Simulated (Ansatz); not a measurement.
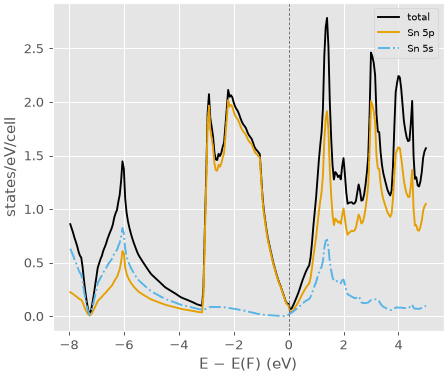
Figure: Total and projected density of states of Sn (diamond, Fd-3m), DFT-PBE in the program Ansatz with PAW potentials

Task: Which orbitals carry the states next to the Fermi level?

Result: Within 0.5 eV of the Fermi level: Sn 5p 83 %, Sn 5s 16 %. Projections are on Löwdin-orthogonalised atomic valence shells; empty p or d shells of many metals are not among them.

Task: Where is the tallest occupied peak in this window, and what makes it?

Result: Near -2.2 eV, about 2.1 states/eV per cell; the largest projected share is Sn 5p.

This is a known low-temperature phase of the composition, computed here at zero pressure and temperature. Symmetry was held in the PBE relaxation; whether a distortion lowers the energy is not shown. Spin–orbit coupling is left out wherever it is not named.

Potentials: the later of the program's two PAW sets.
